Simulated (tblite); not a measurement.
C4H9Si: frequency calculation

The run: frequency calculation of C4H9Si, multiplicity 2. Method and program: GFN2-xTB harmonic vibrations, gas phase (tblite 0.8.0).

It belongs to a series of runs on one base structure; here: H removed from sp2 C.

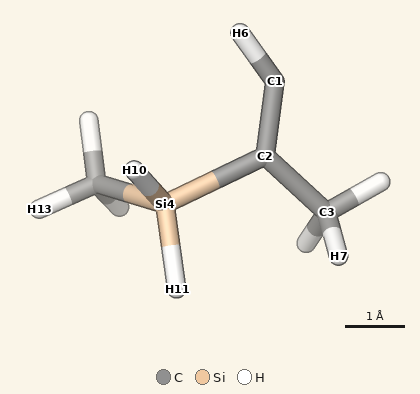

*The structure (stick view, seen at a tilt; atoms are numbered from 1 in the order of the input).*

Bond lengths as drawn: C–C 1.29 to 1.50 Å, C–H 1.07 to 1.09 Å, C–Si 1.90 to 1.94 Å and H–Si 1.47 Å.

## Input
```
{"job": {"kind": "ir", "xc": "GFN2-xTB", "basis": "xTB"}, "charge": 0, "multiplicity": 2}
C      0.754547     1.858224     0.544412
C      0.818345     0.584413     0.366687
C      2.042377    -0.164777    -0.084617
Si    -0.741544    -0.538821     0.643802
C     -1.874889    -0.327543    -0.864314
H      0.010531     2.557181     0.854591
H      2.333886    -0.895024     0.668923
H      1.837700    -0.701803    -1.009873
H      2.871320     0.519171    -0.251128
H     -1.419948    -0.112746     1.871577
H     -0.299304    -1.933955     0.764190
H     -2.187166     0.707269    -0.973492
H     -2.770294    -0.934800    -0.767607
H     -1.376239    -0.617263    -1.785319
```

The first line tells a small driver script what to run in tblite; the rest is the geometry in Å.

Machine: 1 CPU thread, shared host.

Launched with:
```bash
OMP_NUM_THREADS=1 python <driver script> task.json out
```

## The program's output
```
mode    cm-1     km/mol
  1     -21.3      0.28
  2     118.7      0.21
  3     129.5      1.42
  4     141.4      0.24
  5     236.8      0.53
  6     342.4      3.50
  7     380.0      4.35
  8     455.4     54.48
  9     545.5      0.35
 10     562.2     36.70
 11     662.3    187.40
 12     690.7      9.20
 13     744.7    114.45
 14     753.4     33.57
 15     777.7    223.40
 16     829.3     79.51
 17     836.0    181.49
 18     998.8      0.03
 19    1034.1      0.16
 20    1084.1      6.60
 21    1369.6      8.21
 22    1392.4      1.27
 23    1481.8      4.53
 24    1483.5      2.10
 25    1484.5      1.30
 26    1485.4      1.95
 27    1728.3      0.43
 28    2210.5    361.49
 29    2238.6    272.24
 30    3000.3     33.62
 31    3012.8     23.82
 32    3032.3     29.74
 33    3033.6     25.81
 34    3037.1     34.52
 35    3038.8      8.17
 36    3164.5     43.70
```

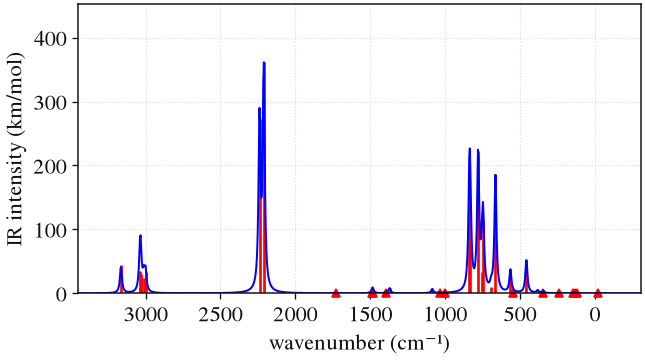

*Harmonic infrared spectrum, unscaled: sticks (degenerate modes added up, dark ones marked on the axis) with a Lorentzian envelope of 16 cm⁻¹ full width, scaled to the tallest stick; imaginary modes are drawn at negative wavenumbers.*

36 modes from 21i to 3164 cm⁻¹, 1 imaginary beyond 8i (21i cm⁻¹): not a clean minimum; so soft a mode can be a shallow saddle, an incomplete relaxation or noise of the force constants. The strongest line is at 2210 cm⁻¹ (361 km/mol).

## Summary

| quantity | value |
| --- | --- |
| outcome | converged |
| total energy | −401.2462 eV |
| zero-point energy | 67.9290 kcal/mol |
| peak memory | 0.18 GiB |
